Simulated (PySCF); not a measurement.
# C3H5ClF, doublet, SMILES `CC[C](F)Cl`: electronic structure

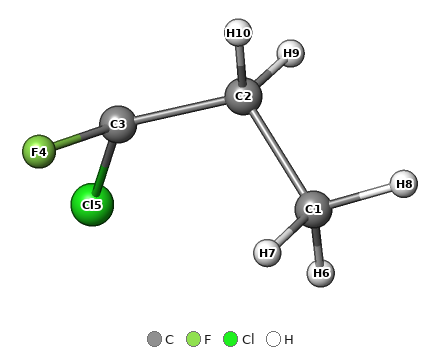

The molecule, with its atoms numbered as below. No frequency check shows the geometry to be a minimum.

Cartesian coordinates (Å):

```
C1       1.9066   -0.6189    0.5094
C2       1.1689   -0.0527   -0.7168
C3      -0.1878    0.4471   -0.3848
F4      -0.2423    1.6121    0.3018
Cl5     -1.4249   -0.6380    0.0604
H6       1.3577   -1.4613    0.9222
H7       2.0049    0.1454    1.2760
H8       2.8984   -0.9533    0.2175
H9       1.0763   -0.8279   -1.4781
H10      1.7404    0.7820   -1.1277
```

## 1. Bonding charge

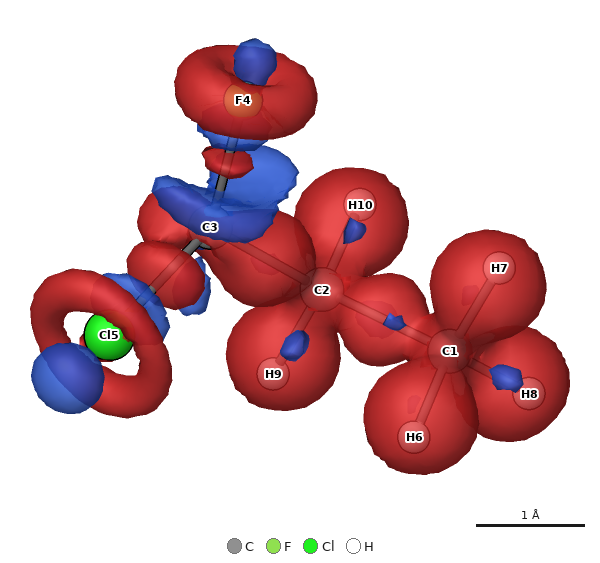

Deformation density (molecule less spherical, spin-averaged free atoms at the same positions), surfaces at ±0.1 e/Å³; red: gain, blue: loss.

Computed with PySCF, r2SCAN/6-311G**, geometry: GFN2-xTB. The stability of the open-shell solution wasn't checked. GFN2-xTB doesn't know the spin state, so this open-shell geometry is rough.

> Describe the bonding that the map shows.

C2–H9: +0.68 e/Å³ at the bond critical point (bond length 1.09 Å, Mayer order 0.9). C2–H10: +0.68 e/Å³ at the bond critical point (bond length 1.09 Å, Mayer order 0.9). C1–H6: +0.67 e/Å³ at the bond critical point (bond length 1.09 Å, Mayer order 1.0). C1–H7: +0.67 e/Å³ at the bond critical point (bond length 1.09 Å, Mayer order 1.0). C1–H8: +0.66 e/Å³ at the bond critical point (bond length 1.09 Å, Mayer order 1.0). C2–C3: +0.50 e/Å³ at the bond critical point (bond length 1.48 Å, Mayer order 1.0). C1–C2: +0.40 e/Å³ at the bond critical point (bond length 1.54 Å, Mayer order 1.0). C3–Cl5: +0.24 e/Å³ at the bond critical point (bond length 1.71 Å, Mayer order 1.1). C3–F4: −0.07 e/Å³ at the bond critical point (bond length 1.35 Å, Mayer order 1.0); up to 0.6 Å beside the axis the gain reaches +0.20 e/Å³. In all, 2.0 electrons gather in the regions of gain relative to the promolecule. A small or negative value marks a very polar bond, one between electron-rich atoms, whose free-atom densities already overlap strongly, a long bond to a heavier atom, or a closed-shell contact such as a hydrogen bond.

> Where do the Hirshfeld charges lie?

The highest Hirshfeld charge is on C3 (+0.09 e), the lowest on C1 (−0.11 e).

## 2. Bond critical points

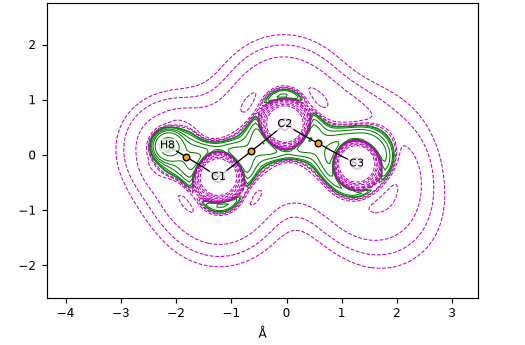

Negative Laplacian of the density (−∇²ρ) in the plane of C1, C2, C3 and H8 (solid green lines positive, dashed magenta lines negative, contours at ±0.02 to ±8 a.u.), with bond paths and bond critical points (dots).

> Sort the bonds in the plane by the sign of ∇²ρ at their critical points.

Concentrated (∇²ρ < 0): C1–H8 (−0.92 a.u.); C2–C3 (−0.65 a.u.); C1–C2 (−0.49 a.u.). At none is it depleted.

> Where along C1–H8 does the critical point lie?

0.69 Å from C1 and 0.40 Å from H8.

## 3. Electrostatic potential

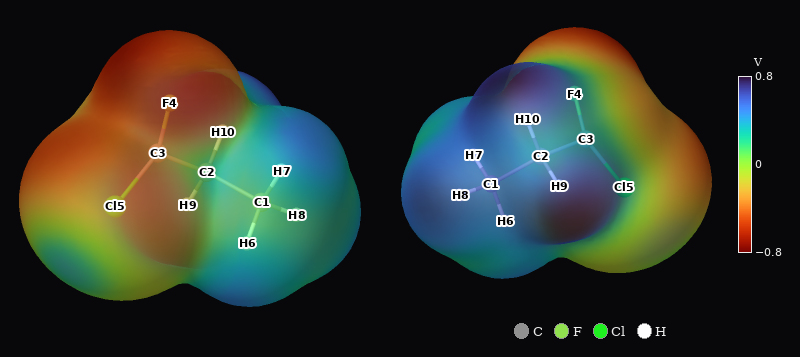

Electrostatic potential on the surface of electron density 0.001 a.u. (back view left, front view right).

> Where are the extremes of the potential on the surface?

Highest: 0.78 V, 1.4 Å from H9. Further maxima include 0.51 V, 1.4 Å from H7; 0.50 V, 1.4 Å from H6. Lowest: −0.71 V, 1.6 Å from F4. The surface is sampled at points, so like sites can differ by a few per cent and only the strongest of them is named.

## 4. Spin density

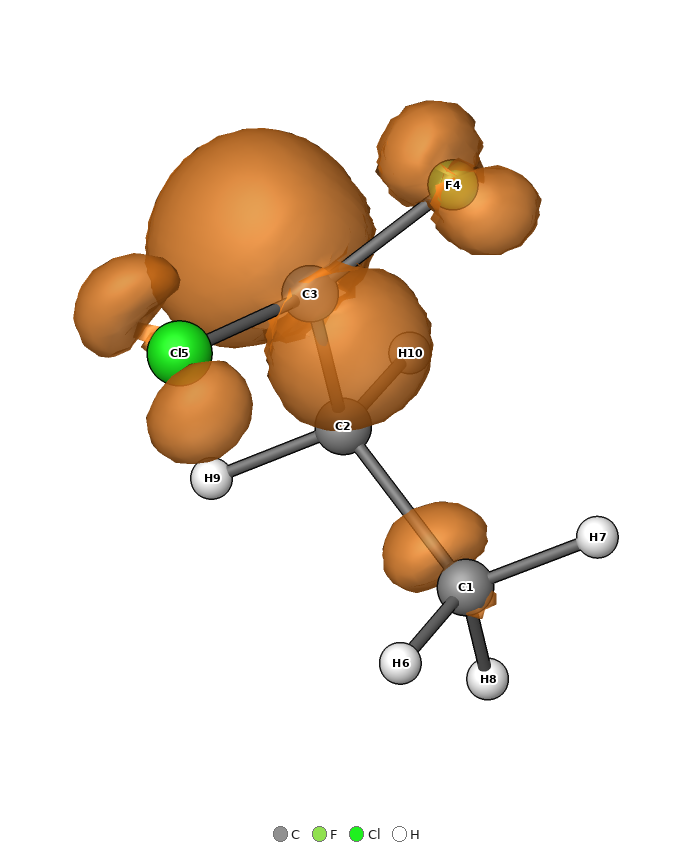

Spin density ρα − ρβ at ±0.05 e/Å³ (orange: excess α, blue: excess β).

> Where is the unpaired spin?

Hirshfeld spin populations: C3 +0.66, Cl5 +0.13, F4 +0.10 and C1 +0.04. ⟨S²⟩ = 0.76, as for a pure state.

## 5. In an electric field

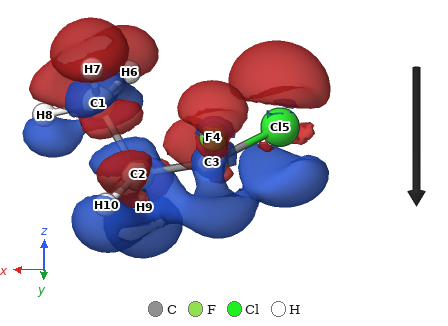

Change of the electron density in a uniform field of 0.21 V/Å along −z (arrow), surfaces at ±0.0015 e/Å³ (red: gain, blue: loss).

Level of theory: BP86/def2-SVPD (PySCF), at a geometry from GFN2-xTB. The stability of the open-shell solution wasn't checked. GFN2-xTB doesn't know the spin state, so this open-shell geometry is rough.

> What dipole is induced, and what polarisability does it imply?

The induced dipole is 0.49 D (along the field); α along this axis, from the fields in both directions, is 48 bohr³ (7.1 Å³).

> Which atoms gain and lose the most charge?

Electrons gather most on H7 (Hirshfeld charge changes by −0.006 e) and leave H9 most (+0.007 e); 0.049 electrons are displaced in all.

The PySCF runs shown took 45 s and 62 s on 1 thread of Intel(R) Xeon(R) Platinum 8488C (Sapphire Rapids), on a shared host.
